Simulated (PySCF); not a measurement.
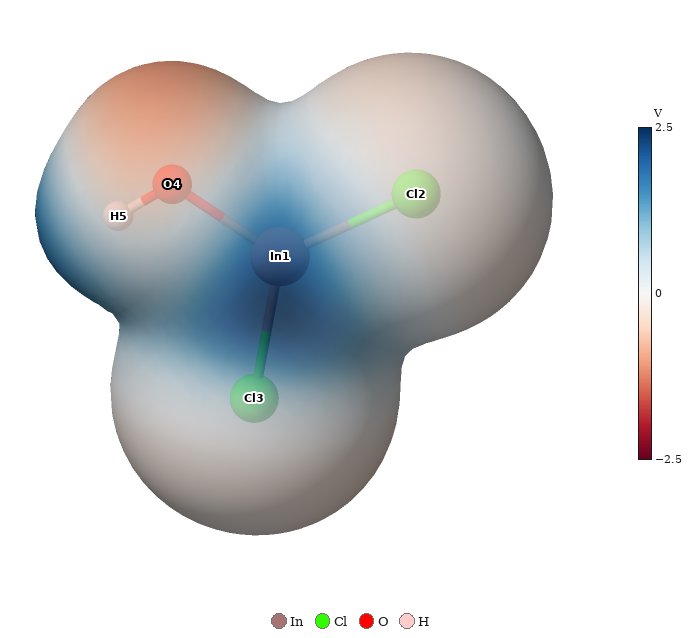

InCl2(OH) (Cl2HInO). Electrostatic potential on the surface of electron density 0.001 a.u.

PySCF calculation, PBE/def2-TZVP, gas phase; geometry: GFN2-xTB. Core potentials replace the inner electrons of In; spin–orbit coupling isn't included. No frequency check shows the geometry to be a minimum. GFN2-xTB bond lengths at metals and heavier atoms can be off by up to 0.1 Å and shapes distorted, which carries into these values.

Q: Where are the extremes of the potential on the surface?

A: Highest: 2.46 V, off the molecular plane, over In1 (2.0 Å), and at like points elsewhere. Further maxima include 1.94 V, 1.2 Å from H5; 0.03 V, 2.0 Å from Cl2. Lowest: −1.09 V, 1.8 Å from O4. Further minima include −0.37 V, 2.1 Å from Cl2; −0.36 V, 2.1 Å from Cl3. The surface is sampled at points, so like sites can differ by a few per cent and only the strongest of them is named.

Q: What volume does the surface enclose, and what is the dipole moment?

A: About 118 Å³; the dipole moment is 1.1 D.
